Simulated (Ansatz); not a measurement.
# CH7BSi2 (SMILES CB1[SiH2][SiH2]1): CCSD(T)/6-31G(d) (spherical functions)

Aim: the vertical singlet–triplet gap of CH7BSi2 at CCSD(T)/6-31G* (spherical functions), from 2 runs. 

Program for the calculation: Ansatz 0.2.0.

75 further runs of the same task are left out: 75 set aside as unsound or not needed.

**1. The molecule**

The species is CH7BSi2 (11 atoms), meant as a singlet with charge 0. As SMILES, `CB1[SiH2][SiH2]1`. The coordinates come from a PBE0-D4/def2-TZVP relaxation.

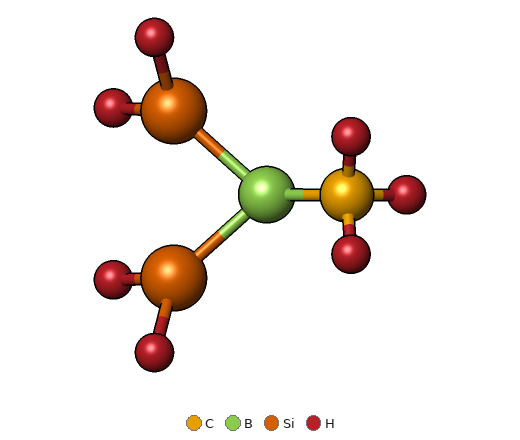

Viewed from a chosen angle; carbon amber, boron green, silicon orange, hydrogen red.

**2. The energy at CCSD(T)/6-31G(d) (spherical functions)**

The input, run.yaml:

```yaml
crystal:
  periodic: [false, false, false]
  atoms:
    - {symbol: C, position_ang: [-0.263900, 1.793500, 0.099500]}
    - {symbol: B, position_ang: [-0.450600, 0.243000, -0.016600]}
    - {symbol: Si, position_ang: [0.018800, -1.148600, 1.199400]}
    - {symbol: Si, position_ang: [0.210300, -0.982900, -1.318800]}
    - {symbol: H, position_ang: [0.165600, 2.121800, 1.048800]}
    - {symbol: H, position_ang: [-1.271300, 2.229100, 0.051100]}
    - {symbol: H, position_ang: [0.301000, 2.238000, -0.723000]}
    - {symbol: H, position_ang: [-0.479200, -2.541300, 1.107000]}
    - {symbol: H, position_ang: [0.876900, -0.975400, 2.403900]}
    - {symbol: H, position_ang: [1.239000, -0.662800, -2.346600]}
    - {symbol: H, position_ang: [-0.281200, -2.371200, -1.484200]}
basis:
  gaussian:
    orbitals: 6-31G_st_-spherical.json
correlation:
  method: ccsd_t
  frozen_orbitals: {B: 1, C: 1, H: 0, Si: 5}
accuracy: high
scf:
  omitted_lower_state_checks: [cluster_reference, increment]
```

The basis set 6-31G* is read from a file made from the Basis Set Exchange's data (not shown).

The run is started by

```
$ ansatz run run.yaml --threads 1 --pin off --max-ram 3480MiB --events-out events.jsonl --progress --plain --runs-dir runs
```

What it wrote:

```text
Warning: RAYON_NUM_THREADS=1 ignored (pool sized by the plan → 1); use --threads N
Functional definition: HF
  name "HF"
  exchange = exact_x
  correlation = 0
these checks for a lower state are left out or cut short: cluster_reference, increment
1867 factors; integrals over basis functions are off by at most 3.4e-9 eV
mean field evaluation 1: about -17531.8421 eV, gradient 2.2e1 eV
mean field evaluation 2: about -17531.9512 eV, gradient 2.2e1 eV
mean field evaluation 4: about -17533.9259 eV, gradient 3.1e0 eV
mean field evaluation 8: about -17533.9695 eV, gradient 1.6e-1 eV
mean field evaluation 16: about -17533.9698 eV, gradient 1.0e-8 eV
mean field -17533.96981372 eV, -644.3615057027 hartree, gradient 1.0e-8 eV, S^2 0.000000; 0 other end points of the search recorded, 0 dependent functions left out
12 core orbitals not correlated: weight in the atoms' cores, before any rotation towards them, 1.000 or more for the frozen orbitals, at most 0.000 for the correlated occupied ones
reference -17533.96981372 eV, -644.3615057027 hartree; 11, 11 occupied and 55, 55 virtual orbitals, 1867 factors
second order -10.26906771 eV of doubles, -0.00000000 eV of singles
cycle   1  -11.25370143 eV  change   -9.8e-1 eV  update   9.9e-2
cycle   2  -11.70798775 eV  change   -4.5e-1 eV  update   3.3e-2
cycle   3  -11.78559915 eV  change   -7.8e-2 eV  update   1.4e-2
cycle   4  -11.78400152 eV  change    1.6e-3 eV  update   4.7e-3
cycle   5  -11.78257891 eV  change    1.4e-3 eV  update   2.1e-3
cycle   6  -11.78245399 eV  change    1.2e-4 eV  update   9.0e-4
cycle   7  -11.78252563 eV  change   -7.2e-5 eV  update   3.0e-4
cycle   8  -11.78258215 eV  change   -5.7e-5 eV  update   1.1e-4
cycle   9  -11.78257558 eV  change    6.6e-6 eV  update   3.3e-5
cycle  10  -11.78256997 eV  change    5.6e-6 eV  update   1.2e-5
cycle  11  -11.78257347 eV  change   -3.5e-6 eV  update   4.1e-6
cycle  12  -11.78257317 eV  change    3.0e-7 eV  update   1.5e-6
cycle  13  -11.78257415 eV  change   -9.8e-7 eV  update   5.1e-7
cycle  14  -11.78257407 eV  change    7.5e-8 eV  update   2.1e-7
cycle  15  -11.78257392 eV  change    1.5e-7 eV  update   8.9e-8
cycle  16  -11.78257391 eV  change    1.1e-8 eV  update   4.6e-8
cycle  17  -11.78257390 eV  change    1.3e-8 eV  update   3.1e-8
cycle  18  -11.78257407 eV  change   -1.7e-7 eV  update   1.5e-7
cycle  19  -11.78257411 eV  change   -3.8e-8 eV  update   4.2e-8
cycle  20  -11.78257412 eV  change   -9.2e-9 eV  update   1.3e-8
cycle  21  -11.78257411 eV  change    1.5e-9 eV  update   4.8e-9
cycle  22  -11.78257411 eV  change   4.6e-10 eV  update   1.6e-9
perturbative correction -0.45944827 eV, -0.0168844123 hartree
Total energy: -17546.21183610 eV, -644.8113917272 hartree
Checks for a lower state left out: cluster_reference, increment
```

Wall time 11 s (1 thread of Arm Neoverse V1, shared host); peak memory 0.37 GiB.

**3. The triplet, same level**

The input, job.yaml:

```yaml
crystal:
  periodic: [false, false, false]
  atoms:
    - symbol: C
      position_ang: [-0.263900, 1.793500, 0.099500]
    - symbol: B
      position_ang: [-0.450600, 0.243000, -0.016600]
    - symbol: Si
      position_ang: [0.018800, -1.148600, 1.199400]
    - symbol: Si
      position_ang: [0.210300, -0.982900, -1.318800]
    - symbol: H
      position_ang: [0.165600, 2.121800, 1.048800]
    - symbol: H
      position_ang: [-1.271300, 2.229100, 0.051100]
    - symbol: H
      position_ang: [0.301000, 2.238000, -0.723000]
    - symbol: H
      position_ang: [-0.479200, -2.541300, 1.107000]
    - symbol: H
      position_ang: [0.876900, -0.975400, 2.403900]
    - symbol: H
      position_ang: [1.239000, -0.662800, -2.346600]
    - symbol: H
      position_ang: [-0.281200, -2.371200, -1.484200]
basis:
  gaussian:
    orbitals: 6-31G_st_-spherical.json
magnetization:
  spin_polarized: true
  initial_magnetization: 2
correlation:
  method: ccsd_t
  frozen_orbitals: {B: 1, C: 1, H: 0, Si: 5}
accuracy: high
scf:
  omitted_lower_state_checks: [cluster_reference, increment]
```

The basis set 6-31G* is read from a file made from the Basis Set Exchange's data (not shown).

The run is started by

```
$ ansatz run job.yaml --threads 1 --pin off --max-ram 3480MiB --events-out events.jsonl --progress --plain --runs-dir runs
```

What it wrote:

```text
Warning: RAYON_NUM_THREADS=1 ignored (pool sized by the plan → 1); use --threads N
Functional definition: HF
  name "HF"
  exchange = exact_x
  correlation = 0
these checks for a lower state are left out or cut short: cluster_reference, increment
1868 factors; integrals over basis functions are off by at most 3.4e-9 eV
mean field evaluation 1: about -17528.8484 eV, gradient 1.7e1 eV
mean field evaluation 2: about -17528.9700 eV, gradient 1.7e1 eV
mean field evaluation 4: about -17531.3647 eV, gradient 2.5e0 eV
mean field evaluation 8: about -17531.4591 eV, gradient 3.6e-1 eV
mean field evaluation 16: about -17531.4654 eV, gradient 3.3e-6 eV
mean field evaluation 32: about -17531.3385 eV, gradient 7.4e-1 eV
mean field evaluation 64: about -17531.4525 eV, gradient 4.0e-1 eV
mean field -17531.46542156 eV, -644.2694709881 hartree, gradient 2.4e-8 eV, S^2 2.024499; 7 other end points of the search recorded, 0 dependent functions left out
12 core orbitals not correlated: weight in the atoms' cores, before any rotation towards them, 1.000 or more for the frozen orbitals, at most 0.000 for the correlated occupied ones
reference -17531.46542156 eV, -644.2694709881 hartree; 12, 10 occupied and 54, 56 virtual orbitals, 1868 factors
second order -9.66589042 eV of doubles, -0.00000000 eV of singles
cycle   1  -10.74410321 eV  change    -1.1e0 eV  update   9.4e-2
cycle   2  -11.22094797 eV  change   -4.8e-1 eV  update   3.6e-2
cycle   3  -11.28163461 eV  change   -6.1e-2 eV  update   1.5e-2
cycle   4  -11.28040272 eV  change    1.2e-3 eV  update   8.0e-3
cycle   5  -11.28126437 eV  change   -8.6e-4 eV  update   4.3e-3
cycle   6  -11.28225371 eV  change   -9.9e-4 eV  update   1.8e-3
cycle   7  -11.28270529 eV  change   -4.5e-4 eV  update   7.7e-4
cycle   8  -11.28287370 eV  change   -1.7e-4 eV  update   3.0e-4
cycle   9  -11.28282257 eV  change    5.1e-5 eV  update   1.4e-4
cycle  10  -11.28281026 eV  change    1.2e-5 eV  update   6.3e-5
cycle  11  -11.28282030 eV  change   -1.0e-5 eV  update   3.2e-5
cycle  12  -11.28281498 eV  change    5.3e-6 eV  update   1.6e-5
cycle  13  -11.28281629 eV  change   -1.3e-6 eV  update   8.4e-6
cycle  14  -11.28281170 eV  change    4.6e-6 eV  update   5.6e-6
cycle  15  -11.28280951 eV  change    2.2e-6 eV  update   4.7e-6
cycle  16  -11.28280940 eV  change    1.1e-7 eV  update   4.1e-6
cycle  17  -11.28281098 eV  change   -1.6e-6 eV  update   3.3e-6
cycle  18  -11.28281154 eV  change   -5.6e-7 eV  update   2.2e-6
cycle  19  -11.28281051 eV  change    1.0e-6 eV  update   1.5e-6
cycle  20  -11.28280993 eV  change    5.8e-7 eV  update   1.2e-6
cycle  21  -11.28280998 eV  change   -5.2e-8 eV  update   9.6e-7
cycle  22  -11.28281021 eV  change   -2.3e-7 eV  update   7.4e-7
cycle  23  -11.28281025 eV  change   -3.6e-8 eV  update   5.0e-7
cycle  24  -11.28281018 eV  change    7.0e-8 eV  update   3.0e-7
cycle  25  -11.28281013 eV  change    5.3e-8 eV  update   1.7e-7
cycle  26  -11.28281009 eV  change    4.0e-8 eV  update   9.1e-8
cycle  27  -11.28281011 eV  change   -2.5e-8 eV  update   5.1e-8
cycle  28  -11.28281014 eV  change   -2.9e-8 eV  update   3.5e-8
cycle  29  -11.28281017 eV  change   -2.9e-8 eV  update   9.6e-8
cycle  30  -11.28281019 eV  change   -2.4e-8 eV  update   2.8e-8
cycle  31  -11.28281020 eV  change   -7.3e-9 eV  update   9.5e-9
cycle  32  -11.28281020 eV  change   -3.6e-9 eV  update   4.7e-9
cycle  33  -11.28281021 eV  change   -1.1e-9 eV  update   2.5e-9
perturbative correction -0.39363065 eV, -0.0144656597 hartree
Total energy: -17543.14186241 eV, -644.6985722751 hartree
Checks for a lower state left out: cluster_reference, increment
```

It took 45 s on 1 thread of Arm Neoverse V1, shared host; peak memory 0.64 GiB.

**4. What came out**

At CCSD(T)/6-31G* (spherical functions), 12 core orbitals frozen:

```
                                             quantity          value
                                singlet: total energy  -644.81139 Eh
singlet: correlation energy (12 core orbitals frozen)     -449.9 mEh
                              singlet: (T) correction     -16.88 mEh
                               singlet: T1 diagnostic          0.016
                                triplet: total energy  -644.69857 Eh
triplet: correlation energy (12 core orbitals frozen)     -429.1 mEh
                              triplet: (T) correction     -14.47 mEh
           triplet: ⟨S²⟩ of the reference determinant          2.024
                               triplet: T1 diagnostic          0.018
     vertical energy of the triplet above the singlet       3.070 eV
```

What this shows: At this shape the triplet lies 3.07 eV (296 kJ/mol) above the singlet. The triples (singlet) make up 3.8 % of the correlation energy. The triples (triplet) make up 3.4 % of the correlation energy.
